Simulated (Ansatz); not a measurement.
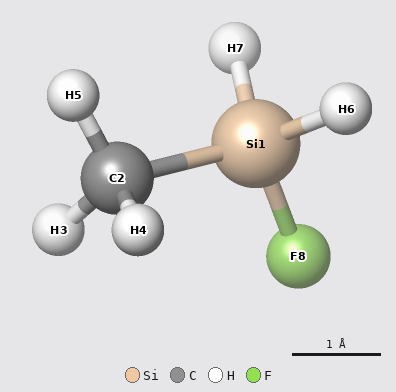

CH5FSi, before the relaxation. A ball-and-stick model, seen at a tilt.

The run prepares the start of a later molecular dynamics calculation, from a guessed geometry.

Level of theory: RKS B3LYP-D4/STO-3G in Ansatz 0.2.0.

Input
```yaml
crystal:
  periodic: [false, false, false]
  atoms:
    - { symbol: Si, position_ang: [0.0, 0.0, 0.0] }
    - { symbol: C, position_ang: [0.0, 0.0, 1.87] }
    - { symbol: H, position_ang: [-0.9996, -0.3092, 2.2405] }
    - { symbol: H, position_ang: [0.7676, -0.7111, 2.2405] }
    - { symbol: H, position_ang: [0.232, 1.0203, 2.2405] }
    - { symbol: H, position_ang: [1.3768, 0.0, -0.4862] }
    - { symbol: H, position_ang: [-0.6877, 1.1914, -0.4862] }
    - { symbol: F, position_ang: [-0.7489, -1.2974, -0.5295] }
basis:
  gaussian: { orbitals: STO-3G }
hamiltonian:
  xc: b3lyp
  dispersion: d4
relax:
  f_tol: 0.02
  max_steps: 40
```

Run as
```bash
ansatz run input.yaml --threads 1 --pin off --max-ram 2048MiB --backend cpu --events-out ev --progress --plain --runs-dir out
```

What does the optimiser find from here?

H3 moves most after the best rigid fit: 0.21 Å. By element the largest moves are H 0.21 Å, F 0.16 Å, Si 0.01 Å. C stays in place. Some distances before and after: Si1–F8 1.589 → 1.646 Å, C2–H3 1.110 → 1.097 Å, Si1–H6 1.460 → 1.451 Å, Si1–C2 1.870 → 1.878 Å. Among the angles between lasting bonds that change: Si1–C2–H3 109.5° → 111.6°. After 7 geometry steps the energy has fallen by 9.37 kJ/mol. The largest force component goes from 1.8 to 0.011 eV/Å. Cost: 11 s on 1 thread of Arm Neoverse V1, with other jobs on the host, peak memory 0.11 GiB.

The structure at the end:

```xyz
8

Si   -0.0014    0.0043   -0.0087
C     0.0006    0.0000    1.8698
H    -1.0137   -0.1047    2.2752
H     0.6076   -0.8208    2.2721
H     0.4166    0.9402    2.2540
H     1.3571    0.1554   -0.4961
H    -0.7924    1.1211   -0.4915
F    -0.6342   -1.4015   -0.5853
```

The end point in the same view:

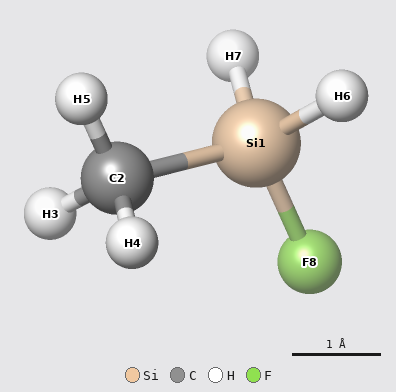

Limits of the set-up: STO-3G is a minimal basis, so the numbers are rough.
